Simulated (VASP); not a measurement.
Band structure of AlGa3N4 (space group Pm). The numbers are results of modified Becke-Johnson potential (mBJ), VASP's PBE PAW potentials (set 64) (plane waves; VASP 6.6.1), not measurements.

mBJ is a potential without an energy functional, so only the levels count.

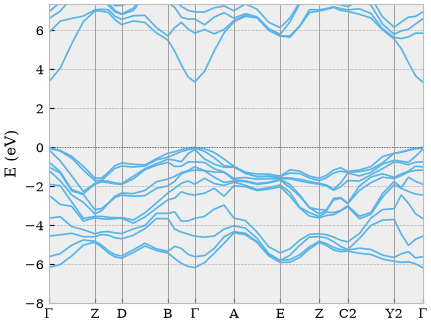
Figure. Bands along high-symmetry lines, zero at the valence-band maximum or, without a gap, the Fermi level

Task: Read the plot: is there a gap, and where are the band edges?

Result: The gap is direct, 3.36 eV, from the valence maximum at Γ to the conduction minimum at Γ.

The structure comes from a computed database's AlGa3N4 entry (Pm); how it stands against other phases isn't given here. It was relaxed first. The cell's shape comes from a PBE relaxation.
